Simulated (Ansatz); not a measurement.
# CH8Ge: the cost of one run

Computed with Ansatz 0.2.0, Gaussian basis. Level: PBE0-D4, def2-SVP first, then def2-TZVP.

152 further runs of the same task are left out: 152 set aside as unsound or not needed.

### Step 1. The starting structure

The guess: 10 atoms, charge 0, spin multiplicity 1.

Atoms are counted from 1 here; the program's logs count them from 0.

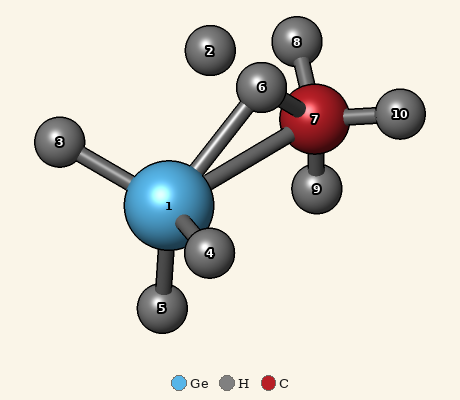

Start geometry, drawn with germanium blue, hydrogen grey, carbon red; atoms are numbered from 1 in the order of the file.

As a file:

```xyz
10
charge 0, multiplicity 1
Ge   -0.84410    0.40160   -0.64650
H     1.04780    1.41600   -0.78160
H    -0.50220    0.14220   -2.07020
H    -1.22420    1.74390   -0.13170
H    -2.03240   -0.54920   -0.30400
H     0.79060    0.35920   -0.00090
C     0.59950   -0.67670    0.78320
H     1.40080   -1.28760    0.36830
H    -0.18460   -1.36600    1.09310
H     0.94890   -0.18340    1.69020
```

Distances that are to change: Ge1–C7 2.30 Å, H2–H6 1.34 Å, Ge1–H2 2.15 Å, H6–C7 1.31 Å.

### Step 2. Relaxing the guess with the reacting distances held

Input file hold/in.yaml:

```yaml
crystal:
  periodic: [false, false, false]
  atoms:
    - {symbol: Ge, position_ang: [-0.844100, 0.401600, -0.646500]}
    - {symbol: H, position_ang: [1.047800, 1.416000, -0.781600]}
    - {symbol: H, position_ang: [-0.502200, 0.142200, -2.070200]}
    - {symbol: H, position_ang: [-1.224200, 1.743900, -0.131700]}
    - {symbol: H, position_ang: [-2.032400, -0.549200, -0.304000]}
    - {symbol: H, position_ang: [0.790600, 0.359200, -0.000900]}
    - {symbol: C, position_ang: [0.599500, -0.676700, 0.783200]}
    - {symbol: H, position_ang: [1.400800, -1.287600, 0.368300]}
    - {symbol: H, position_ang: [-0.184600, -1.366000, 1.093100]}
    - {symbol: H, position_ang: [0.948900, -0.183400, 1.690200]}
basis:
  gaussian: {orbitals: def2-SVP}
hamiltonian: {xc: pbe0, dispersion: d4}
relax: {f_tol: 0.04, max_steps: 150, escape_saddle: false, constraints: [{distance: [0, 6]}, {distance: [1, 5]}, {distance: [0, 1]}, {distance: [5, 6]}]}
```

On the command line:

```bash
ansatz run in.yaml --threads 2 --pin off --events-out ev --progress --plain --max-ram 4352MiB
```

**Question.** How long does this run take on 2 threads of Arm Neoverse V1, shared host?

About 8.5 s.
